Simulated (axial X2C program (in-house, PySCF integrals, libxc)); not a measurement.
Run report: OsN⁺, relativistic diatomic calculation

System: OsN⁺, single determinant with M_S = 0 and |Λ| = 0 (not the lowest found).
Method: PBE0, spin-free X2C-1e, Os dyall-cv3z, N dyall-av3z (cores contracted) (axial X2C program (in-house, PySCF integrals, libxc)).

## Input file
```
{"zs": [76, 7], "q": 1, "bas": ["dyall-cv3z", "dyall-av3z"], "levels": ["PBE0", "HF", "B3LYP"], "cc": true, "r0": 1.76, "thr": -2.0, "nmax": 90, "npts": 10, "nst": 2, "ntry": 6}
```

The line is the task of a batch: nuclear charges, charge, bases, the levels to run, a first guess of the distance and further settings. This report covers PBE0 without spin-orbit coupling. The log is that of the reference distance 1.594 Å, started from orbitals converged before.

Launched within a batch (the task file carries these settings):
```bash
python <driver script> task.json out
```

## Output
```
spin-free X2C-1e  PBE0
basis functions 235  fitting functions 1171  grid points 5074
iter        total energy     max residual
   1     -17309.883951298     3.91e-05
   2     -17309.883951310     1.59e-05
   3     -17309.883951313     6.12e-06
converged
one-electron -24071.50239986  Coulomb 6936.22390471  exact exchange -86.40850030  xc functional -264.81067995  nuclear repulsion 176.61372410
```

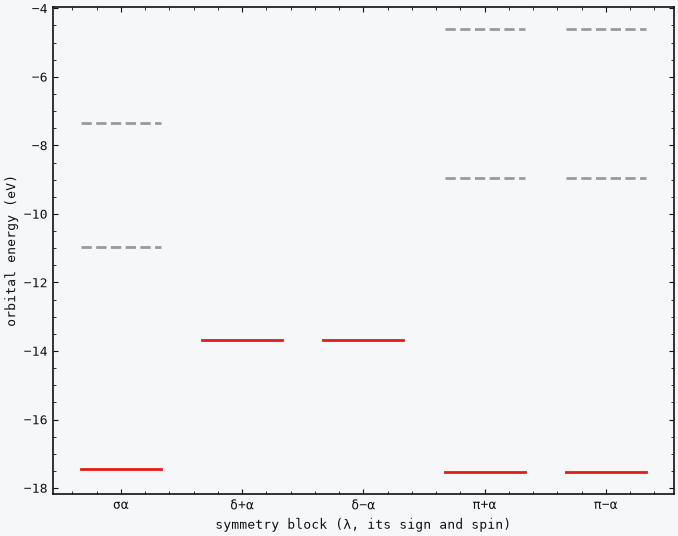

Figure 1. Orbital energies near the frontier at 1.59 Å, filled (solid) and empty (dashed); a label such as π−α means λ = −1 and α spin, and the β levels equal the α ones. The highest filled orbital (δ−α; 96 % Os d, 2 % N f) lies at −13.67 eV, the lowest empty one (σα; 51 % Os s, 19 % N p) at −10.96 eV.

## What the run reported

- outcome: not converged in a step after the SCF shown
- hardware: 1 thread of INTEL XEON PLATINUM @ 2.30GHz (Emerald Rapids), 24 GiB of memory available, shared host
- wall time: 6.2 s
- peak memory: 0.78 GiB

## What went wrong

The SCF whose log is shown converged, but a later step did not. The run therefore gave no full result.
